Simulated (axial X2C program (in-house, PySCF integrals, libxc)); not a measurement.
**SiN⁻: properties at the nuclei**

Wanted for SiN⁻: properties at the nuclei, at the two-component level.

The runs use an in-house X2C program for linear molecules on PySCF integrals; two-component X2C with atomic mean-field terms, Si dyall-av3z, N dyall-av3z.

All values are calculated.

## Step 1: The job

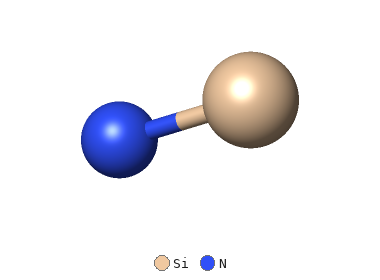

The two atoms at 1.670 Å (silicon light orange, nitrogen blue).

Contents of task.json:

```json
{"zs": [14, 7], "q": -1, "bas": ["dyall-av3z", "dyall-av3z"], "r0": 1.67, "levels": ["PBE0", "HF", "PBE50", "B3LYP", "BP86"], "nst": 3}
```

Keys: zs atomic numbers; q charge; bas basis sets; r0 starting distance in Å; levels methods (HF also brings MP2); nst determinants followed.

Command:

```sh
$ python soeom.py task.json out
```

Nuclei are Gaussian, cores are contracted, and the Gaunt term is on.

## Step 2: Expectation values, lowest determinant

R = 1.589 Å. State: Ω = 0 (closed shell).

Output of the PBE0 run:

```text
two-component X2C + atomic mean field  PBE0
basis functions 119  fitting functions 632  grid points 4352
iter        total energy     max residual
   1       -344.667836575     9.08e-05
   2       -344.667836581     3.42e-05
   3       -344.667836589     2.96e-05
   4       -344.667836592     8.84e-06
converged
one-electron -546.72639136  Coulomb 197.24333872  exact exchange -6.76226053  xc functional -21.01946992  nuclear repulsion 32.63647997  atomic mean-field constant -0.03953347
```

The highest occupied spinor is 49% N p, 24% Si p, 15% Si s.

```tsv
level	qzz Si (a.u.)	qzz N (a.u.)
PBE0	-1.55	-0.97
HF	-1.76	-1.20
PBE50	-1.63	-1.04
B3LYP	-1.56	-1.00
BP86	-1.47	-0.92
```

qzz is the electric field gradient, eQq0 = 234.96 MHz × Q/barn × qzz. The operators were transformed with the bare-nucleus X2C matrices.

## Step 3: Results

```
           quantity                 value
 lowest determinant  Ω = 0 (closed shell)
qzz Si (a.u.), PBE0                 -1.55
 qzz N (a.u.), PBE0                 -0.97
```

The expectation values come from single determinants, which for open shells can mix terms of unlike spin or miss the lowest Ω, so a determinant need not be a state. qzz is the electric field gradient, eQq0 = 234.96 MHz × Q/barn × qzz. The operators were transformed with the bare-nucleus X2C matrices.
